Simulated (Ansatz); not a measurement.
**Run report: GeSiNH$_{6}$I, geometry relaxation (part 2 of 2)**

Continued. System: GeSiNH$_{6}$I, SMILES [NH2][GeH]([SiH3])[I]. Method: RKS PBE0/def2-mTZVP (Ansatz 0.2.0). It belongs to a series of runs on one base structure; here: end point A relaxed.

Geometry of the input (Å):
```
N  -1.4331  1.1589  -0.4907
Ge -0.3944  -0.2771  -0.8197
Si 1.2171  -0.3805  0.7942
I  -1.7154  -2.3782  -0.7449
H  -1.8626  1.0858  0.4452
H  -0.8562  2.0558  -0.4853
H  0.2989  -0.1372  -2.2094
H  2.0979  0.8618  0.7598
H  0.6204  -0.4921  2.1710
H  2.1104  -1.5483  0.5828
```

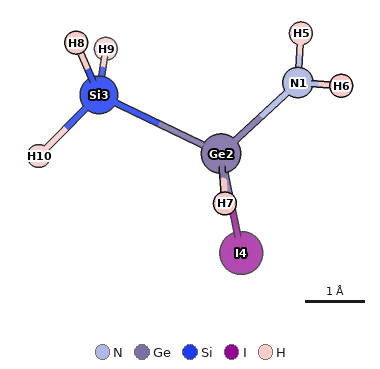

Fig. 1: The geometry at step 15 of the log (ball-and-stick view, seen at a tilt; atoms are numbered from 1 in the order of the input).

## Trajectory as extended XYZ, continued
```
10
Properties=species:S:1:pos:R:3:forces:R:3 step=6 energy=-74072.08146 accepted=F
N    -1.5366    1.1551   -0.4867    0.0575  -0.3156  -0.2525
Ge   -0.3363   -0.1973   -0.7909   -0.0685  -0.1690   0.3571
Si    1.3377   -0.4451    0.9062    0.1954  -0.1495  -0.1463
I    -1.6655   -2.3663   -0.7456    0.0135  -0.0337  -0.0248
H    -1.8354    1.2979    0.4660    0.0214   0.0836   0.1041
H    -1.1903    2.0064   -0.8937   -0.1343   0.5180  -0.0025
H     0.1745    0.0161   -2.2247    0.0485  -0.0018  -0.0096
H     2.2322    0.7454    0.9286   -0.0400   0.0567  -0.0047
H     0.7394   -0.6249    2.2536   -0.1287   0.0462  -0.0285
H     2.1633   -1.6385    0.5901    0.0352  -0.0348   0.0076
10
Properties=species:S:1:pos:R:3:forces:R:3 step=7 energy=-74072.11110
N    -1.5320    1.1673   -0.5023    0.0378   0.0817   0.0547
Ge   -0.3256   -0.1934   -0.7621    0.0071   0.0285  -0.0794
Si    1.3757   -0.4714    0.8943   -0.0256   0.0194   0.0070
I    -1.6782   -2.3463   -0.7333   -0.0085  -0.0424   0.0102
H    -1.8773    1.2826    0.4432    0.0211  -0.0060  -0.0502
H    -1.2523    2.0685   -0.8748   -0.0264  -0.0780   0.0101
H     0.2082   -0.0128   -2.1977   -0.0100   0.0101   0.0363
H     2.2426    0.7409    0.9147    0.0003  -0.0090   0.0047
H     0.7156   -0.6178    2.2184    0.0126  -0.0057   0.0081
H     2.2062   -1.6687    0.6026   -0.0083   0.0015  -0.0015
10
Properties=species:S:1:pos:R:3:forces:R:3 step=8 energy=-74072.11161
N    -1.5329    1.1641   -0.4791    0.0847   0.3657  -0.0142
Ge   -0.3262   -0.1879   -0.7608   -0.0106  -0.0189  -0.0323
Si    1.3667   -0.4744    0.8998    0.0007  -0.0018   0.0024
I    -1.6438   -2.3716   -0.7435    0.0078  -0.0027  -0.0057
H    -1.8102    1.3382    0.4830    0.0678   0.0047  -0.2260
H    -1.3092    2.0418   -0.9522   -0.1362  -0.3455   0.2388
H     0.2010    0.0145   -2.1956   -0.0158  -0.0062   0.0347
H     2.2420    0.7311    0.9303    0.0027  -0.0051   0.0039
H     0.7098   -0.6304    2.2246   -0.0012   0.0022  -0.0036
H     2.1858   -1.6766    0.5965    0.0001   0.0075   0.0022
10
Properties=species:S:1:pos:R:3:forces:R:3 step=9 energy=-74072.11371
N    -1.5111    1.1601   -0.4561    0.0083   0.0018   0.1134
Ge   -0.3276   -0.2046   -0.7495   -0.0022   0.0906  -0.0642
Si    1.3787   -0.4754    0.9066   -0.0828  -0.0409   0.0054
I    -1.6797   -2.3721   -0.7927    0.0650   0.0127   0.0192
H    -1.7559    1.3870    0.4978    0.0004  -0.0170  -0.0228
H    -1.3856    2.0003   -1.0026    0.0154   0.0016  -0.0367
H     0.1993    0.0271   -2.1779    0.0008  -0.0447  -0.0118
H     2.2481    0.7340    0.9434   -0.0225   0.0003  -0.0208
H     0.7106   -0.6351    2.2248    0.0193  -0.0010   0.0216
H     2.2062   -1.6725    0.6090   -0.0018  -0.0034  -0.0031
10
Properties=species:S:1:pos:R:3:forces:R:3 step=10 energy=-74072.11776
N    -1.5067    1.1716   -0.4435    0.0439   0.0503  -0.0319
Ge   -0.3291   -0.1940   -0.7553    0.0200   0.0505  -0.0073
Si    1.3633   -0.4839    0.9079   -0.0372   0.0191  -0.0178
I    -1.6301   -2.3903   -0.7898   -0.0118  -0.0111   0.0048
H    -1.7184    1.4171    0.5128   -0.0044  -0.0113   0.0106
H    -1.4092    2.0009   -1.0158   -0.0098  -0.0898   0.0300
H     0.1922    0.0202   -2.1884   -0.0050  -0.0028   0.0063
H     2.2264    0.7300    0.9372    0.0092  -0.0080   0.0099
H     0.7022   -0.6430    2.2301    0.0028   0.0004   0.0009
H     2.1922   -1.6796    0.6077   -0.0078   0.0029  -0.0055
10
Properties=species:S:1:pos:R:3:forces:R:3 step=11 energy=-74072.11868
N    -1.4972    1.1709   -0.4297    0.0384   0.1463  -0.0712
Ge   -0.3252   -0.1925   -0.7566   -0.0017   0.0315   0.0075
Si    1.3591   -0.4843    0.9101   -0.0093   0.0116  -0.0078
I    -1.6236   -2.3927   -0.8005   -0.0085  -0.0155   0.0017
H    -1.6816    1.4417    0.5262    0.0062  -0.0168  -0.0453
H    -1.4478    1.9796   -1.0394   -0.0242  -0.1517   0.1114
H     0.1918    0.0242   -2.1901   -0.0028  -0.0007   0.0014
H     2.2241    0.7279    0.9442    0.0103  -0.0052   0.0081
H     0.6971   -0.6454    2.2315   -0.0035  -0.0001  -0.0038
H     2.1862   -1.6803    0.6073   -0.0050   0.0007  -0.0021
10
Properties=species:S:1:pos:R:3:forces:R:3 step=12 energy=-74072.11941
N    -1.4921    1.1709   -0.4233    0.0316   0.1336  -0.0563
Ge   -0.3229   -0.1907   -0.7580   -0.0088   0.0133   0.0088
Si    1.3572   -0.4830    0.9106    0.0073   0.0014  -0.0002
I    -1.6194   -2.3945   -0.8040   -0.0004  -0.0077   0.0005
H    -1.6613    1.4536    0.5318    0.0025  -0.0142  -0.0541
H    -1.4702    1.9671   -1.0494   -0.0252  -0.1210   0.1033
H     0.1910    0.0265   -2.1922   -0.0021  -0.0015  -0.0014
H     2.2275    0.7252    0.9511    0.0040  -0.0020   0.0032
H     0.6918   -0.6457    2.2302   -0.0052   0.0000  -0.0038
H     2.1814   -1.6806    0.6064   -0.0039  -0.0021   0.0000
10
Properties=species:S:1:pos:R:3:forces:R:3 step=13 energy=-74072.12059
N    -1.4796    1.1750   -0.4125    0.0338   0.1500  -0.0833
Ge   -0.3171   -0.1859   -0.7585   -0.0226   0.0069   0.0003
Si    1.3582   -0.4828    0.9121    0.0104  -0.0059   0.0084
I    -1.6098   -2.3963   -0.8095    0.0077   0.0001   0.0009
H    -1.6317    1.4774    0.5388   -0.0062  -0.0064  -0.0558
H    -1.5208    1.9456   -1.0691   -0.0167  -0.1393   0.1371
H     0.1892    0.0306   -2.1950    0.0020  -0.0020  -0.0062
H     2.2382    0.7181    0.9641   -0.0057  -0.0025  -0.0027
H     0.6820   -0.6474    2.2258    0.0002   0.0017   0.0009
H     2.1743   -1.6854    0.6068   -0.0029  -0.0026   0.0003
10
Properties=species:S:1:pos:R:3:forces:R:3 step=14 energy=-74072.12142
N    -1.4621    1.1817   -0.4018    0.0153   0.2653  -0.2030
Ge   -0.3105   -0.1806   -0.7607   -0.0200   0.0006   0.0116
Si    1.3588   -0.4838    0.9142    0.0096  -0.0066   0.0080
I    -1.5991   -2.3969   -0.8140    0.0068  -0.0008  -0.0028
H    -1.6064    1.5007    0.5444   -0.0126  -0.0083  -0.0517
H    -1.5752    1.9237   -1.0864    0.0078  -0.2442   0.2483
H     0.1896    0.0345   -2.1994    0.0017  -0.0025  -0.0043
H     2.2473    0.7104    0.9752   -0.0089  -0.0048  -0.0074
H     0.6750   -0.6485    2.2240    0.0006   0.0020   0.0000
H     2.1656   -1.6921    0.6075   -0.0003  -0.0007   0.0013
10
Properties=species:S:1:pos:R:3:forces:R:3 step=15 energy=-74072.13892
N    -1.3615    1.2526   -0.3913    0.0827   0.2022   0.2649
Ge   -0.3070   -0.1711   -0.7503    0.0351  -0.1133  -0.1461
Si    1.3575   -0.4917    0.9220    0.0252  -0.0192   0.0340
I    -1.5839   -2.4219   -0.8463    0.0170   0.1447   0.0208
H    -1.6326    1.5414    0.5349    0.0139  -0.1976   0.0508
H    -1.7031    1.8854   -1.0904   -0.0823  -0.0482  -0.2955
H     0.2103    0.0228   -2.1909   -0.0494   0.0055   0.0776
H     2.2648    0.6871    0.9637   -0.0084   0.0195   0.0051
H     0.6882   -0.6467    2.2404   -0.0026   0.0069  -0.0017
H     2.1502   -1.7091    0.6112   -0.0310  -0.0005  -0.0100
10
Properties=species:S:1:pos:R:3:forces:R:3 step=16 energy=-74072.15758
N    -1.3359    1.2758   -0.3857    0.2788   0.0870   0.0139
Ge   -0.2968   -0.1589   -0.7490    0.0188  -0.1183  -0.1335
Si    1.3646   -0.4903    0.9251    0.0152   0.0031   0.0134
I    -1.5863   -2.3940   -0.8467   -0.0302   0.0537   0.0364
H    -1.6540    1.5167    0.5345   -0.0951  -0.0764   0.1856
H    -1.7219    1.8654   -1.0997   -0.1457  -0.0235  -0.1987
H     0.2020    0.0078   -2.1983   -0.0131   0.0649   0.0848
H     2.2766    0.6851    0.9743   -0.0055   0.0031   0.0034
H     0.6889   -0.6454    2.2401   -0.0025   0.0028  -0.0019
H     2.1458   -1.7133    0.6084   -0.0205   0.0036  -0.0035
10
Properties=species:S:1:pos:R:3:forces:R:3 step=17 energy=-74072.09127 accepted=F
N    -1.1746    1.3864   -0.3646   -2.6614   1.5913  -0.4518
Ge   -0.2845   -0.1465   -0.7480    0.2476  -0.3687  -0.1557
Si    1.3684   -0.4885    0.9307    0.0444  -0.0359  -0.0291
I    -1.6004   -2.3738   -0.8525   -0.0649   0.1446   0.0578
H    -1.7108    1.4725    0.5319    0.8830  -0.3445  -1.0732
H    -1.8322    1.7916   -1.1209    1.5629  -1.0629   1.5261
H     0.2048   -0.0038   -2.2037    0.0079   0.0711   0.1043
H     2.2926    0.6767    0.9822   -0.0072  -0.0076   0.0026
H     0.6903   -0.6437    2.2443   -0.0089   0.0021  -0.0019
H     2.1294   -1.7220    0.6036   -0.0033   0.0105   0.0209
10
Properties=species:S:1:pos:R:3:forces:R:3 step=18 energy=-74072.20347
N    -1.2587    1.3365   -0.3800   -0.0236   0.2958   0.2213
Ge   -0.2850   -0.1527   -0.7508    0.0240  -0.0033  -0.1151
Si    1.3752   -0.4875    0.9248    0.0084   0.0149   0.0161
I    -1.6178   -2.3522   -0.8325   -0.0814  -0.0186   0.0443
H    -1.6981    1.4579    0.5289    0.0808  -0.1032  -0.3580
H    -1.7576    1.8261   -1.1142   -0.0110  -0.2429   0.1502
H     0.1954   -0.0035   -2.2058    0.0348   0.0754   0.0579
H     2.2879    0.6868    0.9951   -0.0190  -0.0116  -0.0148
H     0.6860   -0.6526    2.2316    0.0005  -0.0030   0.0019
H     2.1558   -1.7100    0.6059   -0.0136  -0.0036  -0.0039
10
Properties=species:S:1:pos:R:3:forces:R:3 step=19 energy=-74072.22135
N    -1.1830    1.3974   -0.3708   -1.0587   0.4738  -0.1667
Ge   -0.2732   -0.1388   -0.7574    0.1301  -0.0921   0.0029
Si    1.3760   -0.4885    0.9268    0.0183   0.0040  -0.0266
I    -1.6466   -2.3208   -0.8125   -0.0588   0.0715   0.0197
H    -1.7153    1.4151    0.5059    0.3662  -0.0850  -0.4021
H    -1.8100    1.7543   -1.1130    0.5751  -0.3846   0.5661
H     0.2114    0.0161   -2.2077    0.0395   0.0273   0.0077
H     2.2888    0.6852    0.9955   -0.0061  -0.0169   0.0012
H     0.6841   -0.6578    2.2318   -0.0045   0.0049  -0.0053
H     2.1509   -1.7134    0.6044   -0.0012  -0.0029   0.0032
10
Properties=species:S:1:pos:R:3:forces:R:3 step=20 energy=-74072.24200
N    -1.2379    1.4083   -0.4071    0.0121  -0.0936  -0.0100
Ge   -0.2483   -0.1058   -0.7391   -0.2050   0.0035  -0.0682
Si    1.4019   -0.4957    0.9461   -0.0756   0.0412  -0.0206
I    -1.6972   -2.2559   -0.8559    0.0876   0.1283   0.0475
H    -1.7007    1.4329    0.4950    0.0023  -0.0028  -0.0642
H    -1.9153    1.6485   -1.1280    0.1427  -0.0913   0.1382
H     0.2658    0.0472   -2.1804    0.0472   0.0030   0.0173
H     2.3471    0.6497    0.9950    0.0219   0.0185  -0.0066
H     0.7324   -0.6380    2.2653   -0.0198  -0.0037  -0.0172
H     2.1353   -1.7422    0.6122   -0.0134  -0.0031  -0.0163
10
Properties=species:S:1:pos:R:3:forces:R:3 step=21 energy=-74072.24748
N    -1.2179    1.3935   -0.3924   -0.0254   0.0527   0.0010
Ge   -0.2423   -0.1084   -0.7586    0.0599  -0.0512   0.0303
Si    1.3911   -0.4765    0.9354   -0.0713  -0.0517  -0.0603
I    -1.6895   -2.2414   -0.8198    0.0214   0.0165  -0.0040
H    -1.6782    1.4018    0.5103    0.0026  -0.0149  -0.0160
H    -1.9000    1.6269   -1.1035   -0.0406   0.0437  -0.0065
H     0.2885    0.0511   -2.1929   -0.0209  -0.0035  -0.0070
H     2.3492    0.6591    0.9978   -0.0017  -0.0063   0.0115
H     0.6797   -0.6230    2.2330    0.0389   0.0099   0.0043
H     2.1024   -1.7342    0.5937    0.0371   0.0046   0.0466
10
Properties=species:S:1:pos:R:3:forces:R:3 step=22 energy=-74072.24922
N    -1.2207    1.3978   -0.3931   -0.0267   0.0330   0.0044
Ge   -0.2465   -0.1066   -0.7619    0.0321  -0.0379   0.0069
Si    1.3862   -0.4868    0.9292    0.0298  -0.0054   0.0260
I    -1.6846   -2.2405   -0.8199   -0.0148  -0.0152  -0.0080
H    -1.6883    1.3997    0.5058    0.0099  -0.0106  -0.0061
H    -1.8976    1.6446   -1.1059    0.0013   0.0090   0.0011
H     0.2778    0.0526   -2.1986   -0.0060   0.0036   0.0024
H     2.3391    0.6532    0.9926    0.0018   0.0104  -0.0032
H     0.6936   -0.6274    2.2371   -0.0125   0.0086  -0.0094
H     2.1241   -1.7377    0.6177   -0.0150   0.0044  -0.0142
10
Properties=species:S:1:pos:R:3:forces:R:3 step=23 energy=-74072.24962
N    -1.2192    1.3939   -0.3867    0.0067  -0.0062   0.0079
Ge   -0.2457   -0.1122   -0.7601    0.0053   0.0104  -0.0081
Si    1.3898   -0.4841    0.9314   -0.0021   0.0047  -0.0003
I    -1.6911   -2.2418   -0.8319   -0.0013  -0.0072   0.0008
H    -1.6960    1.3832    0.5072   -0.0021   0.0062  -0.0049
H    -1.8871    1.6526   -1.1037   -0.0048  -0.0005   0.0036
H     0.2755    0.0540   -2.1974    0.0024  -0.0005   0.0049
H     2.3456    0.6549    0.9835   -0.0069  -0.0034  -0.0022
H     0.6929   -0.6117    2.2381   -0.0002   0.0040  -0.0008
H     2.1185   -1.7398    0.6226    0.0027  -0.0075  -0.0009
```

## Results in brief

```csv
quantity,value
outcome,converged
total energy,−74072.2497 eV
mean-field energy,−74072.2497 eV
largest force (length of the vector) at the end,0.014 eV/Å
hardware,"2 threads of Intel Xeon (Granite Rapids), 16 GiB of memory available, shared host"
wall time,72 s (CPU time 2.3 min)
peak memory,0.36 GiB
```
